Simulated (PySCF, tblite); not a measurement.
**C2H5B2F3: geometry, infrared bands, NMR shifts and spin-spin couplings**

What infrared bands, NMR shifts and spin-spin couplings should C2H5B2F3 (`BC(B)C(F)(F)F`) show?

Programs: tblite 0.8.0 and PySCF 2.14.0, with density-fitted response routines of our own. Each step states its level of theory. These are calculated values for one molecule in the gas phase, unless marked as measured. Atoms count from 0, in the outputs and in this text.

### 1 Starting geometry

12 atoms, charge 0, multiplicity 1; geometry from: force field or distance geometry start.

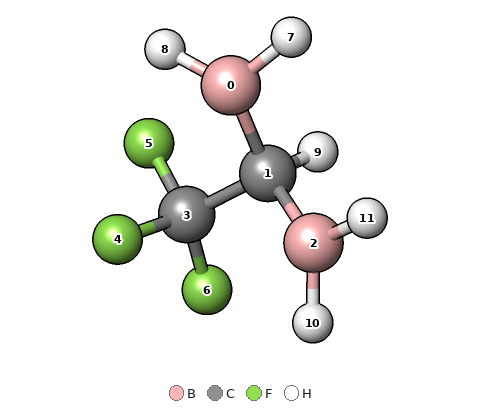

The starting geometry (boron pink, carbon grey, fluorine green, hydrogen white), atoms numbered; sticks join atoms by distance.

### 2 Optimising the geometry with GFN2-xTB

The job: settings as JSON, then the geometry in Å.

```
{"job": {"kind": "relax", "xc": "GFN2-xTB", "basis": "xTB"}, "charge": 0, "multiplicity": 1}
B     -0.929700     1.062600     0.591200
C      0.088500     0.233000    -0.302300
B      1.548700     0.368800     0.323400
C     -0.406700    -1.184500    -0.329600
F     -0.464300    -1.699800     0.976400
F     -1.734200    -1.130100    -0.782200
F      0.331000    -2.037200    -1.106000
H     -0.774900     2.255000     0.521500
H     -2.046200     0.621300     0.592700
H      0.062000     0.601300    -1.333000
H      2.321000    -0.507200     0.178600
H      2.005900     1.416300     0.643200
```

On the command line:

```
> OMP_NUM_THREADS=1 python probes_run.py task.json out
```

One launch serves the whole session: the jobs run in the order shown.

Output:

```text
step      E/eV     max force
  0    -638.39935    2.449
  1    -638.67260    1.779
  2    -638.90895    1.039
  3    -638.97029    0.665
  4    -639.02319    0.552
  5    -639.03699    0.483
  6    -639.05527    0.233
  7    -639.06182    0.216
  8    -639.07372    0.387
  9    -639.08536    0.435
 10    -639.09583    0.245
 11    -639.10087    0.159
 12    -639.10424    0.155
 13    -639.10886    0.240
 14    -639.11425    0.231
 15    -639.11869    0.199
 16    -639.12168    0.157
 17    -639.12446    0.168
 18    -639.12803    0.197
 19    -639.13202    0.192
 20    -639.13567    0.184
 21    -639.13904    0.169
 22    -639.14297    0.229
 23    -639.14807    0.214
 24    -639.15351    0.242
 25    -639.15805    0.231
 26    -639.16218    0.199
 27    -639.16657    0.226
 28    -639.17050    0.176
 29    -639.17348    0.143
 30    -639.17563    0.164
 31    -639.17772    0.194
 32    -639.18086    0.200
 33    -639.18769    0.273
 34    -639.19209    0.230
 35    -639.19579    0.125
 36    -639.19727    0.113
 37    -639.19857    0.130
 38    -639.19992    0.100
 39    -639.20111    0.092
 40    -639.20171    0.047
 41    -639.20189    0.033
 42    -639.20196    0.024
 43    -639.20201    0.022
 44    -639.20209    0.020
 45    -639.20217    0.024
 46    -639.20224    0.022
 47    -639.20231    0.022
 48    -639.20241    0.028
 49    -639.20251    0.026
 50    -639.20260    0.020
 51    -639.20265    0.017
 52    -639.20268    0.016
 53    -639.20271    0.015
 54    -639.20274    0.019
 55    -639.20278    0.016
 56    -639.20282    0.014
 57    -639.20285    0.012
 58    -639.20286    0.012
 59    -639.20288    0.013
 60    -639.20290    0.012
 61    -639.20292    0.014
 62    -639.20294    0.014
 63    -639.20297    0.013
 64    -639.20299    0.013
 65    -639.20301    0.013
 66    -639.20303    0.012
 67    -639.20305    0.014
 68    -639.20308    0.014
 69    -639.20311    0.014
 70    -639.20314    0.008
```

It took 0.3 s on 1 thread of Arm Neoverse V1, shared host.

Along the way: (not every step is listed)

```tsv
step	energy from step 0 (eV)	largest force (eV/Å)
0	0.0000	2.4487
1	-0.2732	1.7793
2	-0.5096	1.0386
3	-0.5709	0.6646
4	-0.6238	0.5521
5	-0.6376	0.4830
6	-0.6559	0.2335
7	-0.6625	0.2157
8	-0.6744	0.3869
13	-0.7095	0.2396
18	-0.7287	0.1969
23	-0.7487	0.2139
28	-0.7711	0.1761
33	-0.7883	0.2729
38	-0.8006	0.0996
43	-0.8027	0.0222
48	-0.8031	0.0282
53	-0.8034	0.0147
58	-0.8035	0.0122
63	-0.8036	0.0127
65	-0.8037	0.0132
66	-0.8037	0.0123
67	-0.8037	0.0145
68	-0.8037	0.0145
69	-0.8038	0.0145
70	-0.8038	0.0083
```

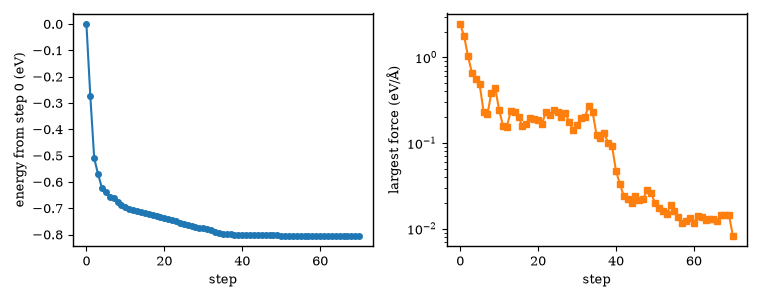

Energy and largest force along the relaxation.

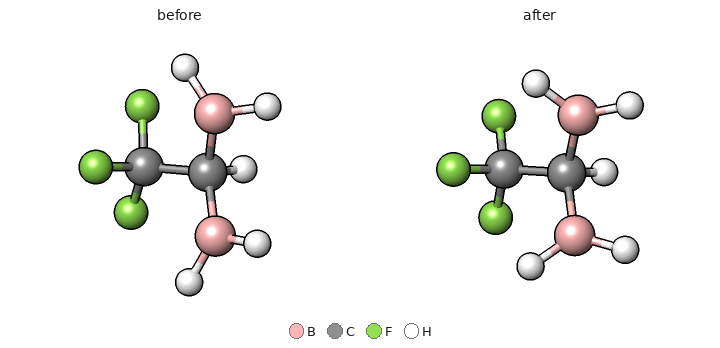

The geometry before (left) and after (right).

Distances of close pairs at the start and the end, largest changes first:

```tsv
bond	before (Å)	after (Å)	change (Å)
C3–F4	1.405	1.340	-0.065
C3–F5	1.404	1.349	-0.054
B0–H7	1.204	1.165	-0.039
B0–H8	1.201	1.166	-0.034
B2–H11	1.187	1.165	-0.021
C3–F6	1.369	1.349	-0.020
C1–B2	1.594	1.577	-0.017
B2–H10	1.177	1.166	-0.011
```

The end geometry stands in the next job.

### 3 Infrared spectrum with GFN2-xTB

The job: settings as JSON, then the geometry in Å.

```
{"job": {"kind": "ir", "xc": "GFN2-xTB", "basis": "xTB"}, "charge": 0, "multiplicity": 1}
B     -0.930489     1.147890     0.514586
C      0.045938     0.237380    -0.325786
B      1.486817     0.387202     0.298605
C     -0.415733    -1.197969    -0.429173
F     -0.507813    -1.819142     0.754718
F     -1.630081    -1.309834    -1.006811
F      0.407036    -1.952901    -1.186685
H     -0.846143     2.305467     0.409085
H     -1.709225     0.661940     1.233785
H      0.083009     0.640652    -1.342422
H      1.962041    -0.496368     0.892368
H      2.055842     1.394999     0.161700
```

Output:

```text
mode    cm-1     km/mol
  1      73.3      0.16
  2     180.3      1.06
  3     190.8      1.17
  4     205.5      2.72
  5     217.3      0.87
  6     253.2      2.03
  7     375.1      8.08
  8     411.3     10.82
  9     494.9     28.10
 10     513.9      0.08
 11     561.8     19.14
 12     726.7      0.92
 13     752.3      2.34
 14     796.5      2.72
 15     814.5    149.20
 16     896.9     31.42
 17     946.1     75.82
 18     957.8    120.71
 19    1005.2     22.45
 20    1037.2    285.46
 21    1060.0    407.99
 22    1171.7     78.02
 23    1180.3    151.26
 24    1196.0    121.94
 25    1266.5    111.94
 26    2670.5     80.25
 27    2673.6     39.94
 28    2718.6      8.34
 29    2722.9    167.72
 30    2943.3      4.43
```

It took 0.24 s on 1 thread of Arm Neoverse V1, shared host.

Which atoms move in the most intense modes:

```tsv
cm⁻¹	km/mol	atoms
814	149.2	H8 18 %, H10 17 %, H7 17 %, H11 15 %
958	120.7	H9 62 %
1037	285.5	C3 61 %
1060	408.0	C3 46 %, C1 27 %
1180	151.3	H11 20 %, H7 19 %, H10 19 %, H8 18 %
1196	121.9	C3 42 %, H11 10 %, H7 10 %
1266	111.9	C1 38 %, H9 37 %, C3 15 %
2723	167.7	H11 30 %, H10 26 %, H7 18 %, H8 14 %
```

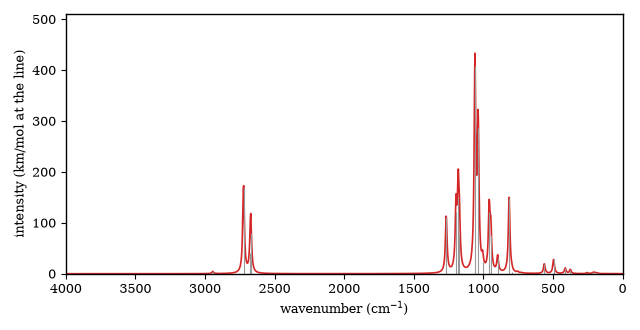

The infrared spectrum from these modes, unscaled. Lines are broadened to a width of 14 cm⁻¹ (Lorentzian).

### 4 Nuclear shieldings: PBE0/pcSseg-1

Settings changed since step 3:

```diff
@@ -1,2 +1,2 @@
-{"job": {"kind": "ir", "xc": "GFN2-xTB", "basis": "xTB"}, "charge": 0, "multiplicity": 1}
+{"job": {"kind": "nmr", "xc": "PBE0", "basis": "pcSseg-1"}, "charge": 0, "multiplicity": 1}
 B     -0.930489     1.147890     0.514586
```

Level: GIAO PBE0/pcSseg-1 NMR shielding, non-relativistic, gas phase.

Output:

```text
coarse grid: 10704 points
cycle   1  E = -427.7451172921  dE =  8.000e-01  |g| = 8.687e-01  |ddm| = 2.877e+00
cycle   2  E = -427.6332034871  dE =  1.119e-01  |g| = 1.261e+00  |ddm| = 1.023e+00
cycle   3  E = -427.8735276382  dE = -2.403e-01  |g| = 6.220e-02  |ddm| = 5.997e-01
cycle   4  E = -427.8740838002  dE = -5.562e-04  |g| = 3.759e-02  |ddm| = 6.778e-02
cycle   5  E = -427.8744014932  dE = -3.177e-04  |g| = 3.409e-03  |ddm| = 2.944e-02
cycle   6  E = -427.8744043139  dE = -2.821e-06  |g| = 6.833e-04  |ddm| = 4.333e-03
final grid: 106504 points
cycle   7  E = -427.9309029264  dE = -4.979e-05  |g| = 7.081e-03  |ddm| = 2.525e-02
cycle   8  E = -427.9308971004  dE =  5.826e-06  |g| = 9.500e-03  |ddm| = 1.232e-02
cycle   9  E = -427.9309146543  dE = -1.755e-05  |g| = 7.945e-04  |ddm| = 6.118e-03
cycle  10  E = -427.9309147803  dE = -1.261e-07  |g| = 2.058e-04  |ddm| = 7.289e-04
cycle  11  E = -427.9309147874  dE = -7.028e-09  |g| = 6.487e-05  |ddm| = 1.614e-04
cycle  12  E = -427.9309147883  dE = -9.503e-10  |g| = 9.861e-06  |ddm| = 4.515e-05
converged SCF energy = -427.9309147883

GIAO shielding tensors (ppm)
atom      isotropic    diamagn.    paramagn.     s11        s22        s33       span
  0 B       14.470     192.247    -177.777    -51.908    -37.037    132.355    184.264
  1 C      106.554     258.572    -152.018     42.199    116.242    161.221    119.022
  2 B       14.492     192.219    -177.727    -51.892    -37.171    132.538    184.429
  3 C       47.832     240.567    -192.735     39.191     51.175     53.129     13.938
  4 F      260.344     473.963    -213.619    177.143    258.071    345.820    168.678
  5 F      242.157     473.483    -231.326    165.541    222.162    338.767    173.225
  6 F      242.399     473.462    -231.063    165.659    222.597    338.943    173.284
  7 H       23.713      29.539      -5.827     16.889     26.653     27.596     10.706
  8 H       23.771      29.338      -5.566     15.296     26.856     29.162     13.865
  9 H       27.287      31.293      -4.006     22.971     27.899     30.990      8.019
 10 H       23.764      29.338      -5.573     15.278     26.868     29.147     13.868
 11 H       23.727      29.532      -5.805     16.911     26.669     27.602     10.691
```

It took 15 s on 1 thread of Arm Neoverse V1, shared host; peak memory 0.7 GiB.

The references, computed at this level on geometries of the same kind, shield at (ppm): 1H TMS 31.72, 13C TMS 186.9, 19F CFCl3 170.9, 11B BF3·OEt2 100.1. Their shielding less the atom's gives the shift. The references are single molecules in the gas phase, so shifts against H2O, NH3, PH3, H3PO4 or CFCl3 are not on the usual liquid scales and can be off by tens of ppm. Atoms listed in one row are averaged.

```tsv
atoms	environment	σ (ppm)	δ (ppm)	δ scaled to CDCl3
C3	CF3 carbon	47.8	139.1	133.8
C1	sp3 CH bonded to 2 B	106.6	80.4	76.5
H7, H8, H10, H11	hydrogen on a boron bonded to C	23.74	7.97	–
H9	hydrogen on an sp3 CH bonded to 2 B	27.29	4.43	4.28
B0, B2	boron bonded to C, 2 H	14.5	85.6	–
F4, F5, F6	fluorine of a CF3 group	248.3	-77.4	–
```

The scaled column applies a straight-line fit of computed shieldings to shifts measured in CDCl3, and one for carbons that bear F (root-mean-square error 0.16 ppm for H, 1.9 ppm for C).

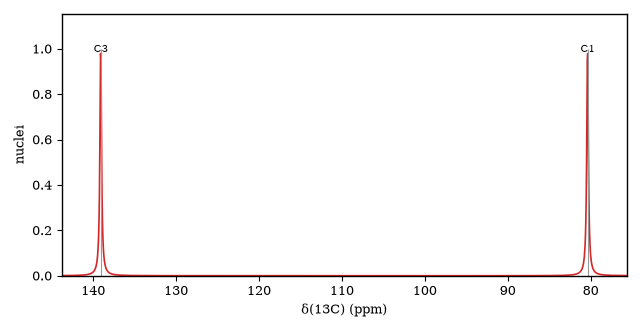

13C lines at the computed shifts, without couplings. Lines are broadened to a width of 0.23 ppm (Lorentzian).

Charges from the same density, by scheme (e):

```tsv
atoms	Mulliken	IAO	Hirshfeld	ESP fit
B0, B2	0.18	0.09	0.17	0.40
C1	-0.71	-0.44	-0.18	-0.36
C3	0.86	0.81	0.26	0.65
F4, F5, F6	-0.28	-0.29	-0.10	-0.23
```

ESP fit charges:

```tsv
atom	value (e)
B0	0.40
C1	-0.36
B2	0.41
C3	0.65
F4	-0.22
F5	-0.23
F6	-0.23
H7	-0.13
H8	-0.12
H9	0.12
H10	-0.13
H11	-0.14
```

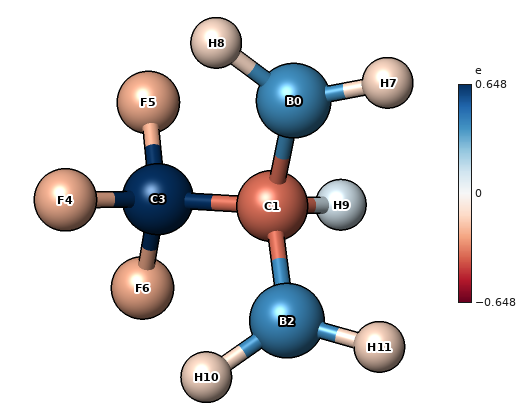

ESP fit charges, as colours on the atoms.

Mayer bond orders: B0–C1 0.93, C1–B2 0.93, C1–C3 1.02, C3–F4 0.99, C3–F5 0.98, C3–F6 0.98.

### 5 J couplings: B3LYP/pcJ-1

Settings changed since step 4:

```diff
@@ -1,2 +1,2 @@
-{"job": {"kind": "nmr", "xc": "PBE0", "basis": "pcSseg-1"}, "charge": 0, "multiplicity": 1}
+{"job": {"kind": "j", "xc": "B3LYP", "basis": "pcJ-1"}, "charge": 0, "multiplicity": 1}
 B     -0.930489     1.147890     0.514586
```

Method: B3LYP/pcJ-1 indirect spin-spin coupling, non-relativistic, gas phase.

Output:

```text
coarse grid: 10704 points
cycle   1  E = -428.2388928380  dE =  7.296e-01  |g| = 9.328e-01  |ddm| = 2.806e+00
cycle   2  E = -428.0768996552  dE =  1.620e-01  |g| = 1.443e+00  |ddm| = 1.119e+00
cycle   3  E = -428.3803369977  dE = -3.034e-01  |g| = 7.655e-02  |ddm| = 6.658e-01
cycle   4  E = -428.3810686565  dE = -7.317e-04  |g| = 5.190e-02  |ddm| = 8.430e-02
cycle   5  E = -428.3816618714  dE = -5.932e-04  |g| = 4.332e-03  |ddm| = 3.733e-02
cycle   6  E = -428.3816661186  dE = -4.247e-06  |g| = 9.973e-04  |ddm| = 4.886e-03
final grid: 106504 points
cycle   7  E = -428.4373089971  dE = -1.780e-04  |g| = 7.407e-03  |ddm| = 1.945e-02
cycle   8  E = -428.4372995760  dE =  9.421e-06  |g| = 1.047e-02  |ddm| = 1.071e-02
cycle   9  E = -428.4373183042  dE = -1.873e-05  |g| = 6.157e-04  |ddm| = 6.117e-03
cycle  10  E = -428.4373183288  dE = -2.457e-08  |g| = 4.336e-04  |ddm| = 5.970e-04
cycle  11  E = -428.4373183683  dE = -3.955e-08  |g| = 3.296e-05  |ddm| = 2.811e-04
cycle  12  E = -428.4373183686  dE = -2.343e-10  |g| = 9.637e-06  |ddm| = 3.240e-05
converged SCF energy = -428.4373183686

Indirect spin-spin couplings (Hz)
  i      j    bonds     total        FC       PSO       DSO        SD
  0 B    1 C    1     36.387    39.374    -3.283     0.239     0.057
  0 B    2 B    2      0.784    -0.222     0.622     0.019     0.365
  0 B    3 C    2     -2.733    -2.626    -0.155     0.101    -0.053
  0 B    4 F    3      3.315     3.607    -0.213     0.027    -0.106
  0 B    5 F    3      3.376     3.362     0.130     0.061    -0.177
  0 B    6 F    3      9.730     8.320     1.518    -0.441     0.333
  0 B    7 H    1    138.297   139.082    -1.871     0.443     0.644
  0 B    8 H    1    145.007   145.740    -1.953     0.535     0.686
  0 B    9 H    2     -8.059    -7.647    -0.370    -0.130     0.089
  0 B   10 H    3      0.533     0.414     0.327    -0.210     0.003
  0 B   11 H    3      0.538     0.532     0.060    -0.044    -0.010
  1 C    2 B    1     36.389    39.378    -3.283     0.239     0.056
  1 C    3 C    1     61.595    63.125    -1.946     0.416         -
  1 C    4 F    2     30.418    33.952    -4.305     0.036     0.734
  1 C    5 F    2     25.345    28.465    -4.179     0.038     1.021
  1 C    6 F    2     25.222    28.331    -4.173     0.037     1.026
  1 C    7 H    2      6.087     6.617    -0.511    -0.019         -
  1 C    8 H    2      1.779     2.302    -0.522    -0.001         -
  1 C    9 H    1    128.467   125.979     1.355     1.133         -
  1 C   10 H    2      1.728     2.251    -0.521    -0.002         -
  1 C   11 H    2      6.199     6.728    -0.509    -0.020         -
  2 B    3 C    2     -2.768    -2.660    -0.158     0.101    -0.051
  2 B    4 F    3      3.192     3.474    -0.204     0.026    -0.105
  2 B    5 F    3      9.833     8.394     1.532    -0.441     0.348
  2 B    6 F    3      3.396     3.404     0.108     0.060    -0.177
  2 B    7 H    3      0.479     0.481     0.059    -0.048    -0.013
  2 B    8 H    3      0.477     0.357     0.323    -0.206     0.003
  2 B    9 H    2     -7.998    -7.604    -0.359    -0.129     0.094
  2 B   10 H    1    145.020   145.754    -1.956     0.535     0.687
  2 B   11 H    1    138.110   138.895    -1.871     0.443     0.644
  3 C    4 F    1   -343.780  -316.907   -37.289     1.410     9.006
  3 C    5 F    1   -338.929  -315.925   -34.210     1.397     9.809
  3 C    6 F    1   -339.320  -316.244   -34.268     1.397     9.795
  3 C    7 H    3      9.312     9.291     0.152    -0.131         -
  3 C    8 H    3      5.501     5.479    -0.283     0.304         -
  3 C    9 H    2      0.063     0.152    -0.491     0.402         -
  3 C   10 H    3      5.610     5.588    -0.284     0.305         -
  3 C   11 H    3      9.428     9.407     0.153    -0.132         -
  4 F    5 F    2     72.439    52.243   -29.025    -0.310    49.532
  4 F    6 F    2     72.033    51.818   -28.983    -0.312    49.509
  4 F    7 H    4      0.501     0.507     1.039    -0.945    -0.099
  4 F    8 H    4      2.772     2.644    -0.599     0.861    -0.134
  4 F    9 H    3     26.107    26.953     1.164    -2.091     0.081
  4 F   10 H    4      2.686     2.547    -0.573     0.848    -0.135
  4 F   11 H    4      0.456     0.461     1.036    -0.942    -0.099
  5 F    6 F    2     70.185    61.150   -40.880    -0.289    50.203
  5 F    7 H    4      0.151     0.204     0.759    -0.664    -0.148
  5 F    8 H    4      1.611     1.419    -0.090     0.448    -0.166
  5 F    9 H    3      1.135     1.335     0.195     0.165    -0.560
  5 F   10 H    4     -0.845    -0.681     1.168    -1.358     0.026
  5 F   11 H    4      4.844     4.386     1.468    -1.167     0.157
  6 F    7 H    4      4.831     4.378     1.463    -1.167     0.158
  6 F    8 H    4     -0.856    -0.685     1.163    -1.357     0.024
  6 F    9 H    3      1.086     1.270     0.209     0.163    -0.556
  6 F   10 H    4      1.644     1.459    -0.114     0.466    -0.167
  6 F   11 H    4      0.155     0.211     0.764    -0.672    -0.147
  7 H    8 H    2      4.553     4.736     1.855    -2.038         -
  7 H    9 H    3      3.176     3.231    -0.085     0.030         -
  7 H   10 H    4     -0.180    -0.123     0.898    -0.955         -
  7 H   11 H    4      0.679     0.680    -0.316     0.316         -
  8 H    9 H    3      1.605     1.772     1.501    -1.668         -
  8 H   10 H    4      0.502     0.526     0.515    -0.539         -
  8 H   11 H    4     -0.162    -0.106     0.887    -0.942         -
  9 H   10 H    3      1.423     1.588     1.490    -1.655         -
  9 H   11 H    3      2.984     3.038    -0.071     0.017         -
 10 H   11 H    2      4.402     4.584     1.852    -2.034         -
```

Run time: 60 s. Hardware: 1 thread of Arm Neoverse V1, shared host; peak memory 0.91 GiB.

A choice of the couplings up to four bonds, sorted by the number of bonds, with means over like pairs; isotopes 11B, 13C, 19F, 1H:

```tsv
pair	bonds	J (Hz)	Fermi contact (Hz)
C3–F4	1	-340.7	-316.4
B0–H7	1	141.6	142.4
C1–H9	1	128.5	126.0
C1–C3	1	61.6	63.1
B0–C1	1	36.4	39.4
F4–F5	2	71.6	55.1
C1–F4	2	27.0	30.2
B0–H9	2	-8.0	-7.6
H7–H8	2	4.5	4.7
C1–H7	2	3.9	4.5
B0–C3	2	-2.8	-2.6
F4–H9	3	9.4	9.9
C3–H7	3	7.5	7.4
B0–F4	3	5.5	5.1
H7–H9	3	2.3	2.4
F4–H7	4	1.5	1.4
```

The spin-dipole term was solved for some atoms only; pairs without it lack that part.

Quadrupole couplings from the field gradients of the same density:

```tsv
atom	isotope	eQq/h (MHz)	η
B2	11B	5.862	0.16
B0	11B	5.862	0.16
```

Shifts (PBE0/pcSseg-1, unscaled) and these couplings together give the proton spectrum at 300 MHz below. Couplings to quadrupolar nuclei are left out.

1H NMR δ 7.97 (br, 4H), 4.43 (m, 1H).

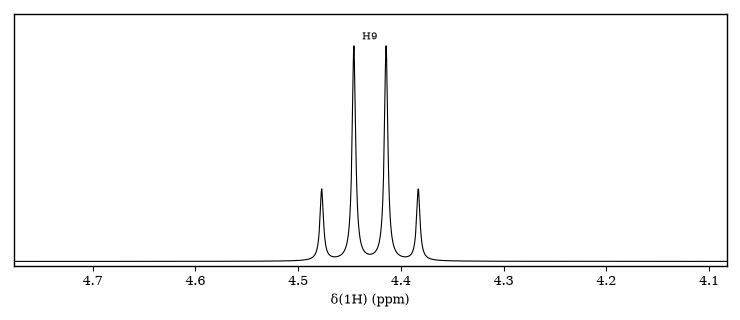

Simulated proton spectrum at 300 MHz, by exact diagonalisation of each spin system; lines 1.2 Hz wide, exchangeable protons uncoupled, protons on B, Al or Ga left out.

### 6 Outcome

| quantity | value |
| --- | --- |
| strongest single infrared mode (GFN2-xTB) | 1060 cm⁻¹, 408 km/mol |
| zero-point energy (GFN2-xTB) | 44.3 kcal/mol |
| 13C shifts against TMS (PBE0/pcSseg-1) | 139.1, 80.4 ppm |
| 1H shifts against TMS (PBE0/pcSseg-1, means over atoms taken as alike) | 7.97, 4.43 ppm |
| 11B shifts against BF3·OEt2 (PBE0/pcSseg-1, means over atoms taken as alike) | 85.6 ppm |
| 19F shifts against CFCl3 (PBE0/pcSseg-1, means over atoms taken as alike) | -77.4 ppm |
| largest coupling of the table (B3LYP/pcJ-1) | 1J(C,F) C3–F4, -340.7 Hz |

Over 70 steps the energy fell by 0.804 eV; of the close pairs, C3–F4 changed most, 1.405 to 1.340 Å. All 30 modes are real, so the xTB geometry is a minimum. The strongest single mode, at 1060 cm⁻¹, moves mainly C3 and C1. Unscaled tight-binding wavenumbers are off by several per cent, some by more. Its intensities can rank the bands wrongly. At PBE0/pcSseg-1: The largest span, 184 ppm, is at B0, B2, where the paramagnetic term is -178 ppm. In the run at B3LYP/pcJ-1, the largest coupling of the table is C3–F4 (mean over like pairs), -340.7 Hz, of which the Fermi-contact term gives -316.4 Hz. Density functionals describe couplings to fluorine poorly, F–F couplings above all, so those rows are rough.
